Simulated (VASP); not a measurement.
Band structure of CrB (relaxed from the CsCl type structure, space group Pm-3m). All values below come from PBEsol GGA, VASP's PBE PAW potentials (set 64) (plane waves; VASP 6.6.1).

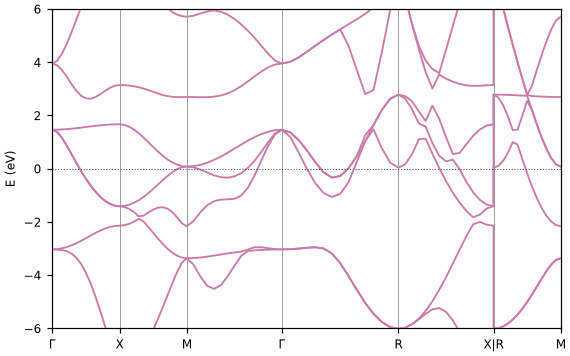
Bands along high-symmetry lines, zero at the valence-band maximum or, without a gap, the Fermi level

**Question.** Read the plot: is there a gap, and where are the band edges?

**Answer.** It has no gap at this level: it comes out as a metal or semimetal. (Edges off the drawn lines would not show.)

The structure was generated: CrB was put into the CsCl type type (Pm-3m), which need not be its known phase. It was relaxed first, which changed the volume by -32 %. The run is not spin-polarised, so no magnetic state was tried. The electron count is odd and the run is not spin-polarised, which forces a metal.
